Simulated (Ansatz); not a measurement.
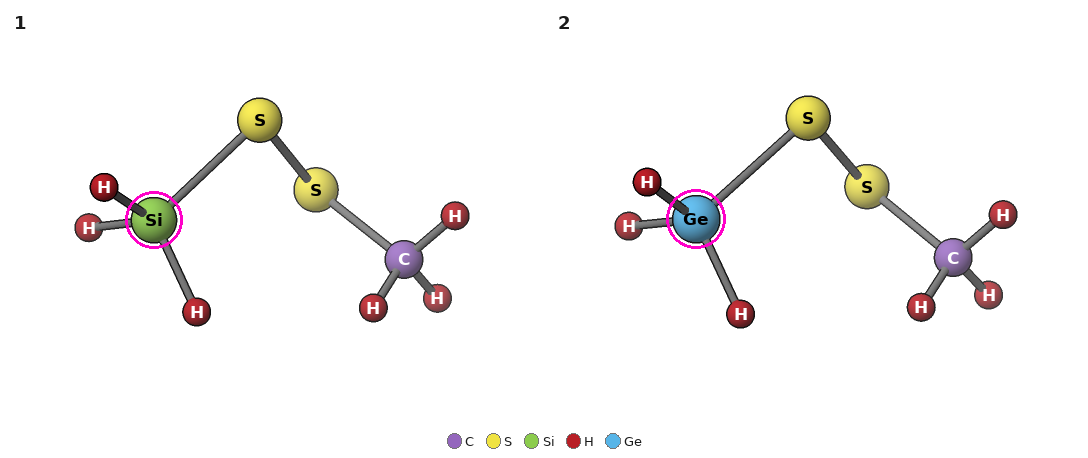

2 molecules with one skeleton, seen from the same side and at one scale; the atom that differs is circled. Charge 0, singlet. Computed geometries: PBE0-D4/def2-TZVP optimisations, one conformation each. Properties computed with Ansatz 0.2.0.

One atom differs, called X below: Si in panel 1, Ge in panel 2. Their formulas are CH6S2Si (`CSS[SiH3]`), CH6GeS2 (`CS[S][GeH3]`).

Question: In which is the length of X–S larger (PBE0-D4/def2-TZVP)?

Answer: In panel 2 (X = Ge).

Question: In which is the mean length of X–H larger (PBE0-D4/def2-TZVP)?

Answer: In panel 2 (X = Ge).

Give the values. With PBE0-D4/def2-TZVP: mean length of X–H (Å), length of X–S (Å), mean angle S–X–H (°), dipole moment (D), harmonic zero-point energy (kJ/mol). With ωB97M-V/def2-TZVPP: HOMO energy (Kohn–Sham orbital) (eV), HOMO–LUMO gap (eV).

| quantity | 1 (Si) | 2 (Ge) | 2 − 1 |
| --- | --- | --- | --- |
| mean length of X–H (Å) | 1.485 | 1.536 | +0.051 |
| length of X–S (Å) | 2.141 | 2.233 | +0.092 |
| mean angle S–X–H (°) | 109.1 | 108.2 | −0.9 |
| dipole moment (D) | 1.70 | 1.82 | +0.12 |
| harmonic zero-point energy (kJ/mol) | 172.5 | 167.9 | −4.6 |
| HOMO energy (Kohn–Sham orbital) (eV) | −8.93 | −8.78 | +0.15 |
| HOMO–LUMO gap (eV) | 10.15 | 10.19 | +0.04 |
